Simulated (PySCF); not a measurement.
C$_{5}$H$_{13}$FSi$_{2}$ (SMILES CC[SiH2]C/C([SiH3])=C/F)

The calculation's input:

```
{"job": {"kind": "nmr", "xc": "PBE0", "basis": "pcSseg-1"}, "charge": 0, "multiplicity": 1}
C     -2.623353     0.826215     0.040273
C     -1.699177     0.048978     0.973269
Si    -0.804667    -1.399021     0.121252
C      0.367471    -0.712379    -1.229408
C      1.375539     0.227651    -0.660290
Si     2.881496    -0.432323     0.278219
C      1.210147     1.535007    -0.781158
F      2.091475     2.410194    -0.239759
H     -2.065792     1.244325    -0.794424
H     -3.107211     1.646355     0.568389
H     -3.397662     0.176450    -0.361361
H     -2.283142    -0.325511     1.815194
H     -0.960511     0.735335     1.392193
H     -1.776049    -2.284859    -0.536015
H     -0.027371    -2.151908     1.112370
H     -0.223501    -0.213269    -2.000187
H      0.879260    -1.548927    -1.704071
H      2.917293    -1.883925     0.078073
H      2.736363    -0.117982     1.700862
H      4.092098     0.182754    -0.265198
H      0.408375     2.053782    -1.291031
```

Command:

```sh
OMP_NUM_THREADS=1 python probes_run.py task.json out
```

Geometry: GFN2-xTB.

Level of theory: PySCF, PBE0/pcSseg-1, SCF density, gas phase, non-relativistic.

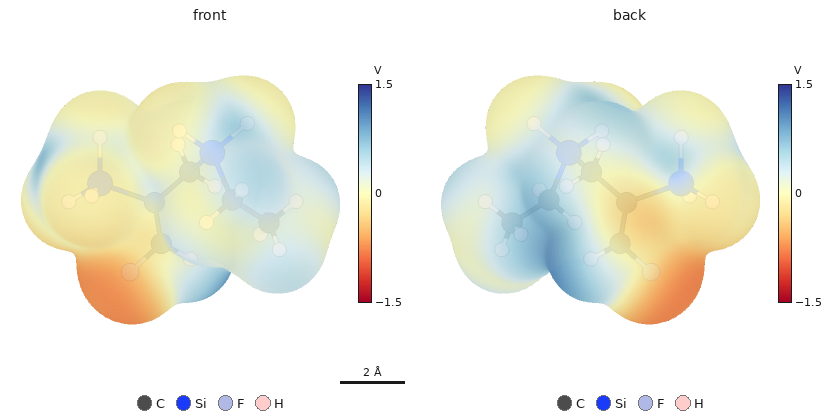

Figure 1. The electrostatic potential painted on the density surface at 0.001 e/bohr³, seen from the front and from behind; red is negative and blue positive.

Which sites attract a positive test charge, and which a negative one?

Answer. A positive charge is drawn to the negative regions and a negative charge to the positive ones. The most negative region (about −0.8 V, or −18 kcal/mol for a unit charge) lies over F8, the most positive (about +1.0 V, or +23 kcal/mol for a unit charge) over H21.

How polar is the molecule by this calculation?

Answer. Its dipole moment is 1.63 D.

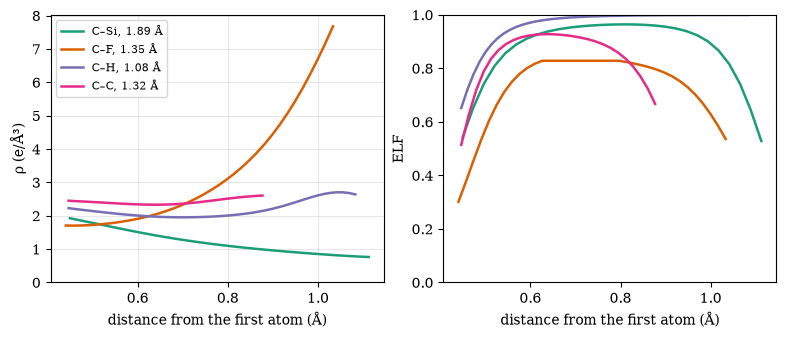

Figure 2. Electron density and ELF along straight lines between neighbouring atoms. The curves leave out the atomic cores.

Compare the contacts.

Answer. C–Si (1.89 Å): ρ is about 0.91 e/Å³ halfway; the ELF peaks at about 0.95 between the atoms, as expected for a covalent bond.
C–F (1.35 Å): ρ is about 2.2 e/Å³ halfway, with its minimum of 1.7 e/Å³ about 0.5 Å from C; the ELF peaks at about 0.85 between the atoms, as expected for a shared but strongly polarised pair.
C–H (1.08 Å): ρ at the midpoint is about 2.1 e/Å³; the ELF climbs to about 1 towards the hydrogen, as it does in any bond to H (an ordinary covalent bond to hydrogen).
C–C (1.32 Å): ρ is about 2.3 e/Å³ halfway; the ELF peaks at about 0.95 between the atoms: a multiple bond.
